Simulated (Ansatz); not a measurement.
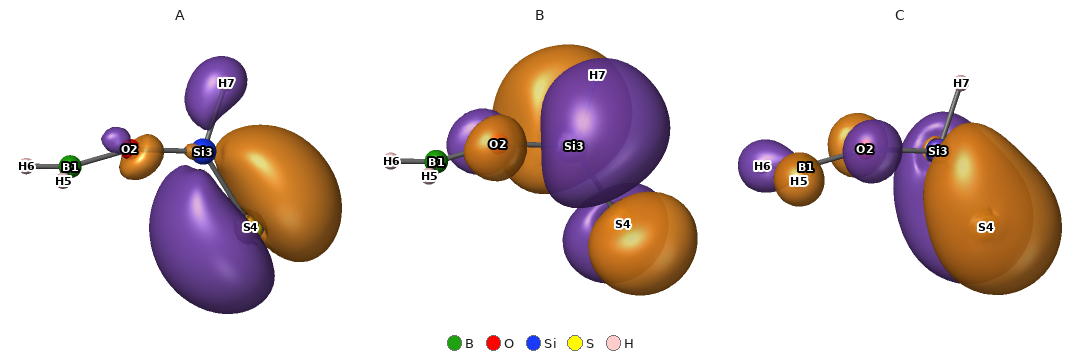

The picture shows: BH₃OSSi. Three frontier orbitals at ±0.08 Å⁻³ᐟ² (orange and purple are the two phases), in no order.

Geometry: PBE0-D4/def2-TZVP.

The calculation used RKS PBE0-D4/def2-TZVPP in Ansatz 0.2.0.

```xyz
7

B     0.0581    1.0782   -1.0364
O     0.2226    0.2028   -0.0234
Si    0.0069   -1.0024    1.0150
S    -1.4420   -2.2763    1.0324
H    -0.5561    2.0841   -0.8286
H     0.5560    0.8263   -2.0951
H     1.1545   -0.9127    1.9360
```

Q: Order the three orbitals by energy and name them.

A: C is the HOMO−1 (−7.79 eV). Its weight (Hirshfeld) is mainly on S4 (about 70 %) and Si3 (about 20 %). A is the HOMO (−7.42 eV). Its weight (Hirshfeld) is mainly on S4 (about 80 %) and Si3 (about 15 %); largely a lone pair of S4. B is the LUMO (−1.75 eV). It lies mainly on Si3 (about 60 %), S4 (about 25 %), O2 (about 10 %) and H7 (about 5 %).

Q: What is the HOMO–LUMO gap?

A: 5.67 eV between the orbital energies.
